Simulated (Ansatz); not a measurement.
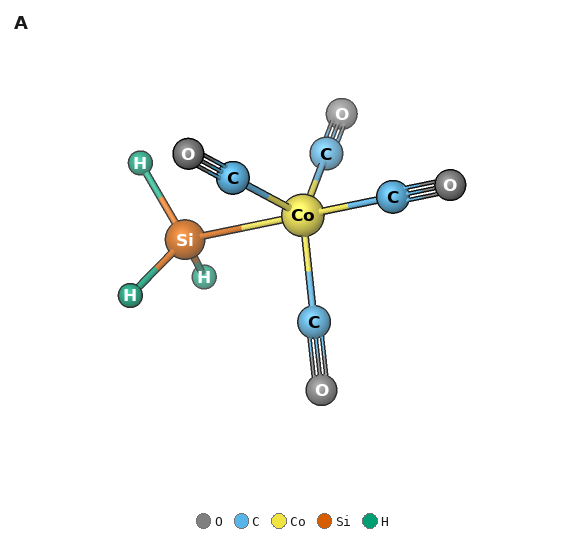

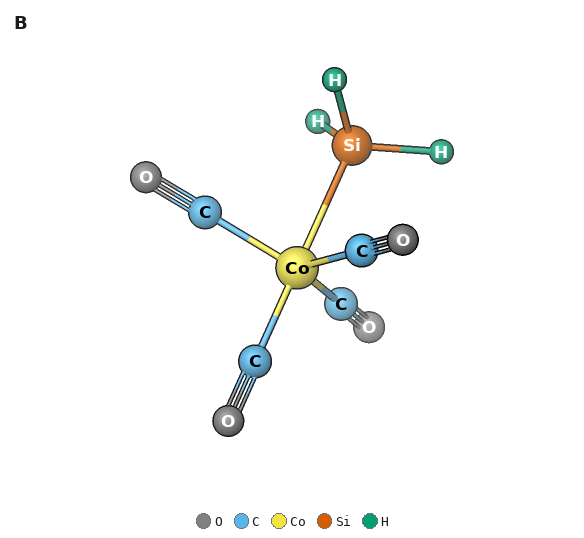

Atoms fade into the background with distance from the viewer. The species is neutral and a spin singlet. Computed geometry: PBE0-D4/def2-TZVP optimisation.

### Can A be turned into B by a rotation alone?

Yes. They are the same structure, C4H3CoO4Si ([O+]#[C][Co-4]([SiH3])([C]#[O+])([C]#[O+])[C]#[O+]), seen from two directions. With point group C3v it is achiral, so its mirror image would be the same too.
